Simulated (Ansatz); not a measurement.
# Cyclo-(F2GeNMe)3 (C₃H₉F₆Ge₃N₃): a spread of methods and bases

How do the results and run time of cyclo-(F2GeNMe)3 (C₃H₉F₆Ge₃N₃) respond when the settings are drawn wide?

Computed with Ansatz 0.2.0, Gaussian basis. Level: the settings change from run to run.

## (1) The molecule

The geometry comes from an earlier relaxation with PBE-D4/def2-SVP; it is a stationary point, not always the lowest conformer.

24 atoms, charge 0, spin multiplicity 1.

Atoms are counted from 1 here; the program's logs count them from 0.

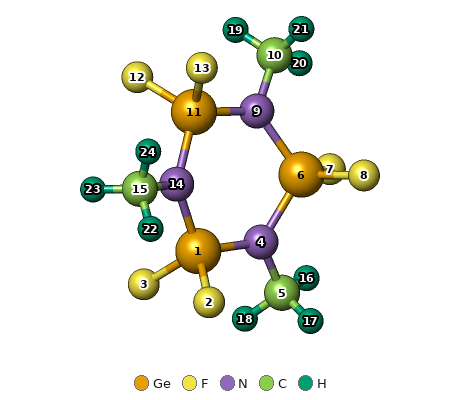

The geometry (germanium amber, fluorine yellow, nitrogen purple, carbon green, hydrogen teal); atoms are numbered from 1 in the order of the file.

## (2) HF/x2c-TZVPPall

Options: coordinates scaled by 0.96, density fitting with def2-universal-jkfit.

Contents of in.yaml:

```yaml
crystal:
  periodic: [false, false, false]
  atoms:
    - {symbol: Ge, position_ang: [0.536201, -1.035138, -1.371014]}
    - {symbol: F, position_ang: [1.041959, -0.704682, -2.936429]}
    - {symbol: F, position_ang: [0.649718, -2.708938, -1.336464]}
    - {symbol: N, position_ang: [-1.128820, -0.602917, -1.087187]}
    - {symbol: C, position_ang: [-2.130902, -1.235029, -1.868459]}
    - {symbol: Ge, position_ang: [-1.609661, 0.637082, 0.046788]}
    - {symbol: F, position_ang: [-3.113304, 0.222745, 0.664884]}
    - {symbol: F, position_ang: [-1.931111, 2.103096, -0.705855]}
    - {symbol: N, position_ang: [-0.499996, 0.804551, 1.386693]}
    - {symbol: C, position_ang: [-0.991534, 1.313784, 2.616795]}
    - {symbol: Ge, position_ang: [1.204365, 0.461312, 1.255853]}
    - {symbol: F, position_ang: [1.644360, -0.481827, 2.572179]}
    - {symbol: F, position_ang: [2.166993, 1.816121, 1.487188]}
    - {symbol: N, position_ang: [1.640520, -0.207143, -0.298947]}
    - {symbol: C, position_ang: [3.006267, -0.135009, -0.687505]}
    - {symbol: H, position_ang: [-3.058785, -1.213668, -1.349333]}
    - {symbol: H, position_ang: [-2.259259, -0.765576, -2.816974]}
    - {symbol: H, position_ang: [-1.875893, -2.256508, -2.025156]}
    - {symbol: H, position_ang: [-0.487846, 0.844797, 3.428800]}
    - {symbol: H, position_ang: [-2.026862, 1.089860, 2.711049]}
    - {symbol: H, position_ang: [-0.861526, 2.368828, 2.697697]}
    - {symbol: H, position_ang: [3.074696, -0.085498, -1.747285]}
    - {symbol: H, position_ang: [3.564587, -0.977502, -0.348385]}
    - {symbol: H, position_ang: [3.445851, 0.747249, -0.288944]}
basis:
  gaussian: {orbitals: x2c-TZVPPall, fitting: {mean_field: def2-universal-jkfit}}
hamiltonian: {xc: {name: HF}}
```

Launch:

```console
$ ansatz run in.yaml --threads 2 --pin off --events-out ev --progress --plain --max-ram 32768MiB --backend cuda --devices 0, --max-vram 18GiB
```

Output:

```text
Functional definition: HF
  name "HF"
  cite "Fock, Z. Phys. 61, 126 (1930) doi:10.1007/BF01340294"
  parent pbe
  exchange = exact_x
  correlation = 0
1878 factors; integrals over basis functions are off by at most 1.7e0 eV
mean field evaluation 1: about -195135.6222 eV, gradient 7.8e1 eV
mean field evaluation 2: about -195143.1756 eV, gradient 4.7e1 eV
mean field evaluation 4: about -195145.9909 eV, gradient 2.3e0 eV
mean field -195146.00178105 eV, -7171.4832907426 hartree, gradient 3.4e-5 eV, S^2 0.000000; 0 other end points of the search recorded, 0 dependent functions left out
reference -195146.00178105 eV, -7171.4832907426 hartree; 99, 99 occupied and 543, 543 virtual orbitals, 1878 factors
Total energy: -195146.00178105 eV, -7171.4832907426 hartree
Relativity: scalar
```

Run time: 17 s. Hardware: 1 × H100 (card shared with other runs) with 2 threads of AMD EPYC 7R13, shared host; peak host memory 1 GiB.

## (3) wPBEh/cc-pVTZ

Set apart from the defaults: charge -1, multiplicity 2, density fitting with def2-universal-jkfit, the search for lower states set to light.

Contents of in.yaml:

```yaml
crystal:
  periodic: [false, false, false]
  atoms:
    - {symbol: Ge, position_ang: [0.558543, -1.078269, -1.428140]}
    - {symbol: F, position_ang: [1.085374, -0.734044, -3.058780]}
    - {symbol: F, position_ang: [0.676790, -2.821810, -1.392150]}
    - {symbol: N, position_ang: [-1.175854, -0.628038, -1.132487]}
    - {symbol: C, position_ang: [-2.219690, -1.286488, -1.946311]}
    - {symbol: Ge, position_ang: [-1.676730, 0.663627, 0.048738]}
    - {symbol: F, position_ang: [-3.243025, 0.232026, 0.692588]}
    - {symbol: F, position_ang: [-2.011574, 2.190725, -0.735265]}
    - {symbol: N, position_ang: [-0.520830, 0.838074, 1.444472]}
    - {symbol: C, position_ang: [-1.032848, 1.368525, 2.725828]}
    - {symbol: Ge, position_ang: [1.254547, 0.480533, 1.308180]}
    - {symbol: F, position_ang: [1.712875, -0.501903, 2.679353]}
    - {symbol: F, position_ang: [2.257284, 1.891793, 1.549154]}
    - {symbol: N, position_ang: [1.708875, -0.215774, -0.311403]}
    - {symbol: C, position_ang: [3.131528, -0.140635, -0.716151]}
    - {symbol: H, position_ang: [-3.186235, -1.264237, -1.405555]}
    - {symbol: H, position_ang: [-2.353395, -0.797475, -2.934348]}
    - {symbol: H, position_ang: [-1.954055, -2.350529, -2.109538]}
    - {symbol: H, position_ang: [-0.508173, 0.879997, 3.571667]}
    - {symbol: H, position_ang: [-2.111314, 1.135271, 2.824009]}
    - {symbol: H, position_ang: [-0.897423, 2.467529, 2.810101]}
    - {symbol: H, position_ang: [3.202809, -0.089061, -1.820089]}
    - {symbol: H, position_ang: [3.713111, -1.018232, -0.362901]}
    - {symbol: H, position_ang: [3.589428, 0.778384, -0.300984]}
basis:
  gaussian: {orbitals: cc-pVTZ, fitting: {mean_field: def2-universal-jkfit}}
total_charge: -1
magnetization: {spin_polarized: true, initial_magnetization: 1}
hamiltonian: {xc: {name: wPBEh}}
scf: {lower_state_search: light}
output: {forces: true}
```

Same command.

Output (excerpt; [...] marks lines left out):

```text
Functional definition: wPBEh
  name "wPBEh"
  cite "Heyd, Scuseria & Ernzerhof, J. Chem. Phys. 118, 8207 (2003) doi:10.1063/1.1564060"
  cite "Krukau, Vydrov, Izmaylov & Scuseria, J. Chem. Phys. 125, 224106 (2006) doi:10.1063/1.2404663"
  cite "Heyd & Scuseria, J. Chem. Phys. 120, 7274 (2004) doi:10.1063/1.1668634"
  cite "Ernzerhof & Perdew, J. Chem. Phys. 109, 3313 (1998) doi:10.1063/1.476928"
  cite "Perdew, Burke & Ernzerhof, Phys. Rev. Lett. 77, 3865 (1996) doi:10.1103/PhysRevLett.77.3865"
  parent pbe
[...]
1878 factors; integrals over basis functions are off by at most 9.6e-1 eV
1878 factors; integrals over basis functions are off by at most 1.8e-7 eV
[...]
mean field -193560.88764236 eV, -7113.2314205748 hartree, gradient 3.4e-5 eV, S^2 0.751424; 0 other end points of the search recorded, 0 dependent functions left out
[...]
Atom 14 at     3.131528    -0.140635    -0.716151 Å, force     0.169717     0.055659    -0.072280 eV/Å
Atom 15 at    -3.186235    -1.264237    -1.405555 Å, force     0.453874     0.025625    -0.271262 eV/Å
Atom 16 at    -2.353395    -0.797475    -2.934348 Å, force     0.047927    -0.254305     0.459561 eV/Å
Atom 17 at    -1.954055    -2.350529    -2.109538 Å, force    -0.112072     0.520641     0.037565 eV/Å
Atom 18 at    -0.508173     0.879997     3.571667 Å, force    -0.225504     0.270099    -0.402038 eV/Å
Atom 19 at    -2.111314     1.135271     2.824009 Å, force     0.505563     0.143027    -0.067893 eV/Å
Atom 20 at    -0.897423     2.467529     2.810101 Å, force    -0.070263    -0.522622    -0.011885 eV/Å
Atom 21 at     3.202809    -0.089061    -1.820089 Å, force    -0.023956    -0.055158     0.529211 eV/Å
Atom 22 at     3.713111    -1.018232    -0.362901 Å, force    -0.251479     0.420310    -0.176667 eV/Å
Atom 23 at     3.589428     0.778384    -0.300984 Å, force    -0.206015    -0.460552    -0.178583 eV/Å
Dipole moment:    -0.062759    -0.035751     0.035724 e Å
```

Run time: 25 s. Hardware: 1 × H100 (card shared with other runs) with 2 threads of AMD EPYC 7R13, shared host; peak host memory 1.6 GiB.

Largest force 0.787 eV/Å, ⟨S²⟩ 0.751.

## (4) SVWN5/pcseg-2

Options: multiplicity 3, density fitting with def2-universal-jkfit.

in.yaml, as its differences from that of step 3:

```diff
@@ -28,7 +28,5 @@
 basis:
-  gaussian: {orbitals: cc-pVTZ, fitting: {mean_field: def2-universal-jkfit}}
-total_charge: -1
-magnetization: {spin_polarized: true, initial_magnetization: 1}
-hamiltonian: {xc: {name: wPBEh}}
-scf: {lower_state_search: light}
-output: {forces: true}
+  gaussian: {orbitals: pcseg-2, fitting: {mean_field: def2-universal-jkfit}}
+magnetization: {spin_polarized: true, initial_magnetization: 2}
+hamiltonian: {xc: {name: SVWN5}}
+scf: {omitted_lower_state_checks: [starts]}
```

Same command.

Output:

```text
Functional definition: SVWN5
  name "SVWN5"
  cite "Dirac, Proc. Camb. Phil. Soc. 26, 376 (1930) doi:10.1017/S0305004100016108"
  cite "Slater, Phys. Rev. 81, 385 (1951) doi:10.1103/PhysRev.81.385"
  cite "Vosko, Wilk & Nusair, Can. J. Phys. 58, 1200 (1980) doi:10.1139/p80-159"
  exchange = slater_x
  correlation = vwn5_c
these checks for a lower state are left out or cut short: starts
1878 factors; integrals over basis functions are off by at most 1.1e0 eV
mean field evaluation 1: about -193139.4108 eV, gradient 1.0e2 eV
mean field evaluation 2: about -193036.4493 eV, gradient 1.8e2 eV
mean field evaluation 4: about -193166.7428 eV, gradient 4.6e1 eV
mean field evaluation 8: about -193176.6979 eV, gradient 1.7e1 eV
mean field evaluation 16: about -193178.1057 eV, gradient 9.2e0 eV
mean field -193178.65156297 eV, -7099.1845037461 hartree, gradient 2.3e-5 eV, S^2 2.002416; 0 other end points of the search recorded, 0 dependent functions left out
reference -193178.65163245 eV, -7099.1845062994 hartree; 100, 98 occupied and 515, 517 virtual orbitals, 1878 factors
Total energy: -193178.65163245 eV, -7099.1845062994 hartree
Checks for a lower state left out: starts
```

Run time: 21 s. Hardware: 1 × H100 (card shared with other runs) with 2 threads of AMD EPYC 7R13, shared host; peak host memory 1.1 GiB.

⟨S²⟩ 2.002.

## (5) B2PLYP/6-31G*

This run has charge -1, multiplicity 2, a point charge of 1.00 e beside it.

in.yaml, as its differences from that of step 4:

```diff
@@ -28,5 +28,6 @@
 basis:
-  gaussian: {orbitals: pcseg-2, fitting: {mean_field: def2-universal-jkfit}}
-magnetization: {spin_polarized: true, initial_magnetization: 2}
-hamiltonian: {xc: {name: SVWN5}}
-scf: {omitted_lower_state_checks: [starts]}
+  gaussian: {orbitals: "6-31G*", point_charges: [{charge: 1.00, position_ang: [8.516, 0.584, -0.790]}]}
+total_charge: -1
+magnetization: {spin_polarized: true, initial_magnetization: 1}
+hamiltonian: {xc: {name: B2PLYP}}
+output: {forces: true}
```

Same command.

Output (excerpt; [...] marks lines left out):

```text
Functional definition: B2PLYP
  name "B2PLYP"
  cite "Grimme, J. Chem. Phys. 124, 034108 (2006) doi:10.1063/1.2148954"
  cite "Becke, Phys. Rev. A 38, 3098 (1988) doi:10.1103/PhysRevA.38.3098"
  cite "Lee, Yang & Parr, Phys. Rev. B 37, 785 (1988) doi:10.1103/PhysRevB.37.785"
[...]
2811 factors; integrals over basis functions are off by at most 6.4e-4 eV
[...]
mean field -193495.32856275 eV, -7110.8221688366 hartree, gradient 6.9e-6 eV, S^2 0.753568; 4 other end points of the search recorded, 0 dependent functions left out
39 core orbitals not correlated: weight in the atoms' cores, before any rotation towards them, 1.000 or more for the frozen orbitals, at most 0.000 for the correlated occupied ones
reference -193495.32880640 eV, -7110.8221777908 hartree; 61, 60 occupied and 203, 204 virtual orbitals, 2811 factors
second order -91.42491429 eV of doubles, -0.00000000 eV of singles
[...]
Atom 14 at     3.131528    -0.140635    -0.716151 Å, force     0.358799     0.100465    -0.202907 eV/Å
Atom 15 at    -3.186235    -1.264237    -1.405555 Å, force     0.458171     0.043655    -0.243727 eV/Å
Atom 16 at    -2.353395    -0.797475    -2.934348 Å, force     0.049673    -0.231362     0.436690 eV/Å
Atom 17 at    -1.954055    -2.350529    -2.109538 Å, force    -0.087008     0.498298     0.048576 eV/Å
Atom 18 at    -0.508173     0.879997     3.571667 Å, force    -0.198865     0.242270    -0.396309 eV/Å
Atom 19 at    -2.111314     1.135271     2.824009 Å, force     0.495336     0.131333    -0.096658 eV/Å
Atom 20 at    -0.897423     2.467529     2.810101 Å, force    -0.067157    -0.487710    -0.018757 eV/Å
Atom 21 at     3.202809    -0.089061    -1.820089 Å, force    -0.084234    -0.095669     0.446595 eV/Å
Atom 22 at     3.713111    -1.018232    -0.362901 Å, force    -0.174308     0.303617    -0.139717 eV/Å
Atom 23 at     3.589428     0.778384    -0.300984 Å, force    -0.230547    -0.360524    -0.077033 eV/Å
Dipole moment:    -0.544605    -0.023085     0.045127 e Å
```

It took 31 s on 1 × H100 (card shared with other runs) with 2 threads of AMD EPYC 7R13, shared host; peak host memory 3.6 GiB.

Largest force 1.081 eV/Å, ⟨S²⟩ 0.754.

## (6) All runs side by side

```
          level  charge  multiplicity               geometry  functions  energy (eV)  time
HF/x2c-TZVPPall       0             1                 scaled        642  -195146.002  17 s
  wPBEh/cc-pVTZ      -1             2                relaxed        615  -193560.888  25 s
  SVWN5/pcseg-2       0             3                relaxed        615  -193178.652  21 s
  B2PLYP/6-31G*      -1             2  relaxed, point charge        303  -193520.014  31 s
```

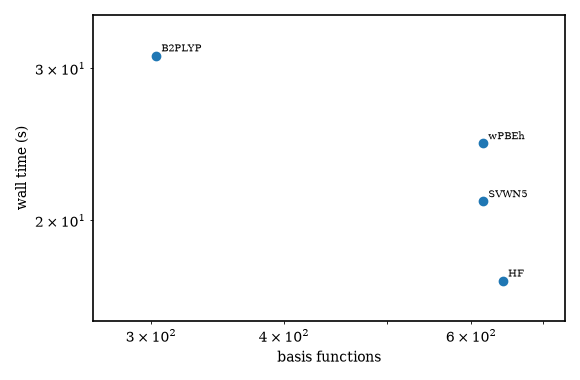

Wall time against the number of basis functions (shared host).

## (7) Outcome

| quantity | value |
| --- | --- |
| runs | 4 |
| quickest | HF/x2c-TZVPPall, 17 s |
| slowest | B2PLYP/6-31G*, 31 s |

What this shows: The runs differ in state or geometry as well as level, so their energies can't be set against each other. The times lie within a factor of two.
